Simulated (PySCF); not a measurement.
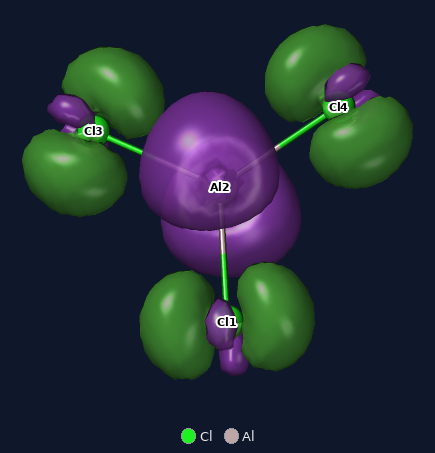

Figure. AlCl3, SMILES `Cl[Al](Cl)Cl`. Unrelaxed difference density of S₂ less the ground state (TDA singlet states), ±0.03 e/Å³; purple: gain, green: loss.

Level of theory: CAM-B3LYP/6-31+G* (PySCF), at a geometry from GFN2-xTB. No frequency check shows the geometry to be a minimum. GFN2-xTB bond lengths at metals and heavier atoms can be off by up to 0.1 Å and shapes distorted, which carries into these values.

The calculation's input:

```python
import numpy as np
from pyscf import gto, scf, dft, tdscf
from pyscf.scf import atom_ks, atom_hf
from scipy.linalg import block_diag

def solve(mol, dm0=None, hcore=None):
    mf = (dft.UKS if mol.spin else dft.RKS)(mol, xc='camb3lyp')
    mf.grids.level = 3
    mf = mf.density_fit(auxbasis='def2-universal-jkfit')
    mf.conv_tol, mf.max_cycle = 1e-8, 80
    if hcore is not None:
        mf.get_hcore = lambda *args: hcore
    mf.kernel(dm0)
    if not mf.converged:
        mf = mf.newton().run(mf.mo_coeff, mf.mo_occ, max_cycle=30)
    assert mf.converged, 'SCF not converged'
    return mf

mol = gto.M(atom='''
Cl     1.01507     1.75789     0.00000
Al    -0.00019     0.00000     0.00000
Cl     1.01492    -1.75798     0.00000
Cl    -2.02984     0.00009     0.00000
''', basis='6-31+g*', charge=0, spin=0, verbose=4)
mf = solve(mol)
td = mf.TDA()
td.nstates, td.singlet, td.conv_tol = 4, True, 1e-5
td.kernel()
td.analyze()
x, y = np.array([p[0] for p in td.xy]), np.array([p[1] + 0 * p[0] for p in td.xy])
f, mu = td.oscillator_strength(), td.transition_dipole()
nto = [td.get_nto(state=i + 1, verbose=4) for i in range(len(td.e))]
# spherically averaged free atoms, for the promolecule
atm = atom_ks.get_atm_nrks(mol, xc='camb3lyp')
pro = block_diag(*[(atm[a[0]][2] * atm[a[0]][3]) @ atm[a[0]][2].T for a in mol._atom])
np.savez('result.npz', e=td.e, f=f, ok=td.converged, w=[n[0] for n in nto], nto=[n[1] for n in nto], x=x, y=y, c=mf.mo_coeff, occ=mf.mo_occ, eps=mf.mo_energy, pro=pro, mu=mu)
```

Run with:

```sh
OMP_NUM_THREADS=1 python input.py
```

The run took 26 s on 1 thread of AMD EPYC 9R45 96-Core Processor (Zen 5), with other jobs on the host, peak memory 0.5 GiB.

### How does the charge move on excitation?

0.85 e is displaced in all, of which about 0.6 e passes between atoms: Cl1, Cl3 and Cl4 (0.19 e each) lose electrons and Al2 (0.58 e) gains them. The state: 7.10 eV (175 nm), f = 0.000 (dark), n → empty p orbital of Al2; the leading pair carries 100 %; hole on Cl1, Cl3 and Cl4 (32 % each), electron on Al2 (63 %) and Cl1, Cl3 and Cl4 (12 % each); their centroids lie 0.0 Å apart.
